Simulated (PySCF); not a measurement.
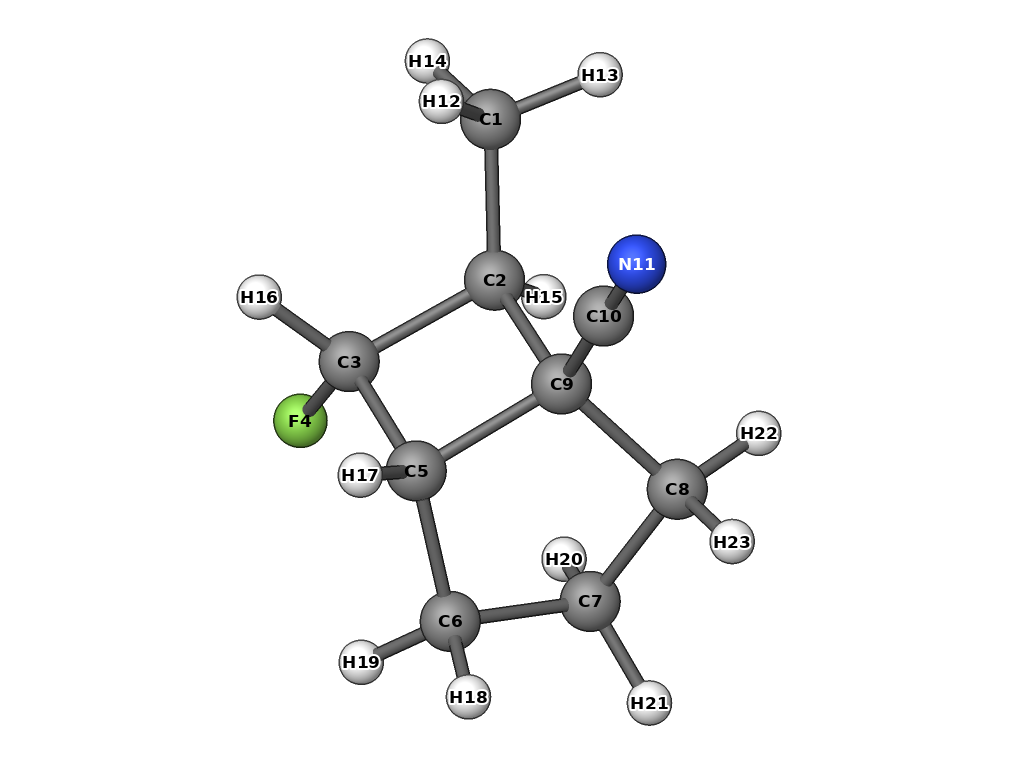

The questions are on isotropic NMR shieldings of the H atoms. The computed structure is the end point of a GFN2-xTB optimisation. No frequency run is at hand to confirm it as a minimum. Level of theory: GIAO PBE0/pcSseg-1 NMR shielding, non-relativistic, gas phase (PySCF 2.14.0).

Q: Which H atom is the most shielded (lowest chemical shift)?

A: H13 (30.33 ppm).

Q: Which H atom is the least shielded (highest chemical shift)?

A: H16 (27.11 ppm).

Q: How wide is the range of H shifts?

A: 3.22 ppm.

List the isotropic NMR shieldings of the H atoms.

```tsv
atom	σ (ppm)
H12	30.25
H13	30.33
H14	30.28
H15	29.74
H16	27.11
H17	28.75
H18	29.92
H19	29.47
H20	29.73
H21	29.76
H22	29.83
H23	29.76
```
